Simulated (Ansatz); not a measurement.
# Ba: structures and their energies

30 relaxations of Ba ended in 11 distinct structures. The numbers are results of r2SCAN (plane waves to 500 eV, PAW, scalar-relativistic; Ansatz, a first-principles code), not measurements.

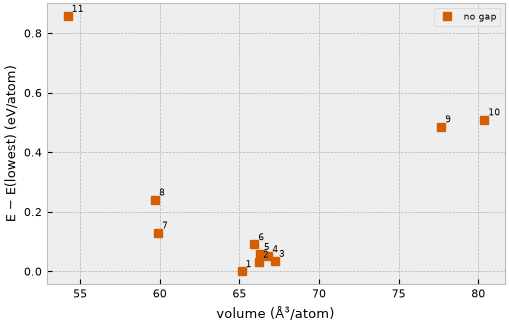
Figure. Energy against volume of the distinct structures, numbered as in the table

```csv
#,space group,Pearson,type,E − E(lowest) (eV/atom),V (Å³/atom),coordination,runs ending here
1,Im-3m,cI2,bcc (W type),0.00,65.13,Ba 8 (cubic)+6,14
2,P6₃/mmc,hP2,hcp (Mg type),0.03,66.22,Ba 12 (anticuboctahedral),3
3,Fm-3m,cF4,fcc (Cu type),0.03,67.23,Ba 12 (cuboctahedral),3
4,Pm-3n,cP8,–,0.05,66.81,–,2
5,P6/mmm,hP3,–,0.06,66.28,–,1
6,R-3m,hR4,–,0.09,65.93,–,1
7,I4₁/amd,tI4,"AFLOW prototype A_tI4_141_a (A5, as in Sn)",0.13,59.88,–,1
8,Pm-3m,cP1,simple cubic type,0.24,59.70,Ba 6 (octahedral)+12,2
9,P6/mmm,hP3,–,0.49,77.66,–,1
10,Fm-3m,cF12,–,0.51,80.37,–,1
11,Fd-3m,cF8,diamond type,0.86,54.21,Ba 4 (tetrahedral),1
```

Coordination numbers (neighbours up to the widest gap in distance over summed covalent radii, below 1.35; n+m marks a second, longer set). All are gapless at this level. Im-3m, cI2, bcc (W type) is the lowest among the structures calculated here.

Space group Im-3m (No. 229); a = 5.069 Å, b = 5.069 Å, c = 5.069 Å, α = 90.00°, β = 90.00°, γ = 90.00°

| atom | site | symmetry | x | y | z |
|---|---|---|---|---|---|
| Ba | 2a | m-3m | 0.0000 | 0.0000 | 0.0000 |
(The calculation used a cell of 1 atom; values per cell refer to that cell.)

Probably no minimum, since a slightly shaken restart fell lower: P6₃/mmc, hP2, hcp (Mg type) (by 0.03 eV/atom, to Im-3m); P6/mmm, hP3 (by 0.06 eV/atom, to Im-3m); Pm-3m, cP1, simple cubic type (by 0.24 eV/atom, to Im-3m); Fd-3m, cF8, diamond type (by 0.86 eV/atom, to I4/mmm). 2 runs with a doubtful electronic state, a coarser numerical grid, an end not at rest or a source that can't be used are left out. Each run could gain symmetry but not lose that of its start, so entries can be saddle points. From databases, or of a type measured for this composition: Im-3m, cI2, bcc (W type); P6₃/mmc, hP2, hcp (Mg type); the others are generated cells (placed on structure types, drawn at random, substituted or restacked) that were not matched to a known phase here. Energies are at zero temperature and pressure, without zero-point motion. No spin polarisation in the result.
